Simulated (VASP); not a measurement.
Band structure of PbO (litharge). Calculation: r2SCAN meta-GGA with spin-orbit coupling, VASP's PBE PAW potentials (set 64) (plane waves; VASP 6.6.1).

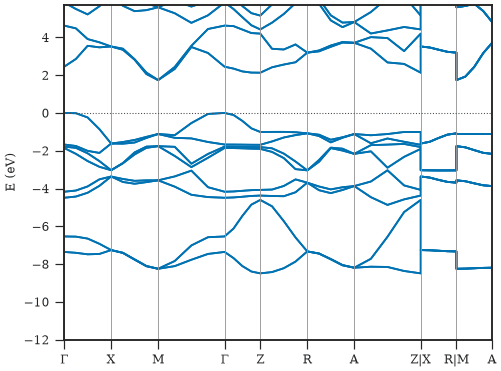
Figure. Bands along high-symmetry lines, zero at the valence-band maximum or, without a gap, the Fermi level

Task: Read the plot: is there a gap, and where are the band edges?

Result: The gap is indirect, 1.74 eV, from the valence maximum at Γ to the conduction minimum at M.

The compound is PbO in the litharge structure. It was relaxed first, which changed the volume by +6 %.
